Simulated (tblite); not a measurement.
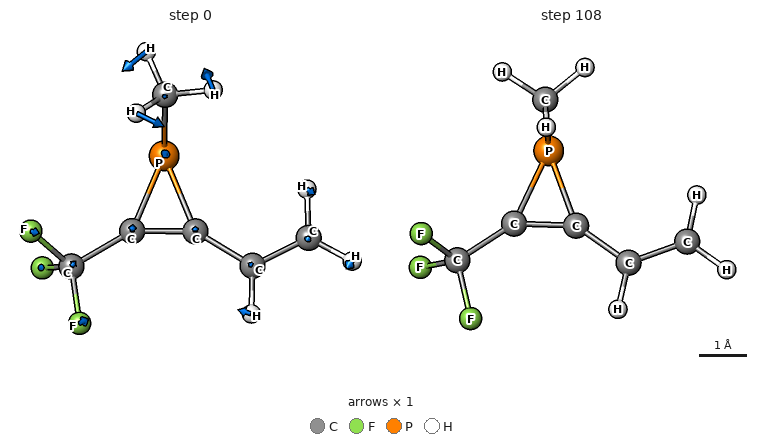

The structure of C$_{6}$H$_{6}$F$_{3}$P before (left) and after (right) a relaxation, at one scale. The blue arrows give the displacements, at their true length.

A ball-and-stick model, seen face on.

Method: GFN2-xTB geometry optimisation, gas phase (tblite). 

### What changed between the two?

The energy falls by 0.607 eV in 108 geometry steps. An H atom moves most after the best rigid fit: 0.77 Å. Largest moves by element: H 0.77 Å, F 0.29 Å, P 0.24 Å, C 0.18 Å. Among the contacts that change: C–F 1.403 → 1.344 Å, C–C 1.517 → 1.467 Å, C–C 1.450 → 1.423 Å, C–C 1.350 → 1.324 Å. Among the angles between lasting bonds that change: C–P–C 113.6° → 100.8°, C–P–C 111.6° → 101.1°, C–C–F 104.3° → 112.8°. Groups turn about C–P by about 45°.
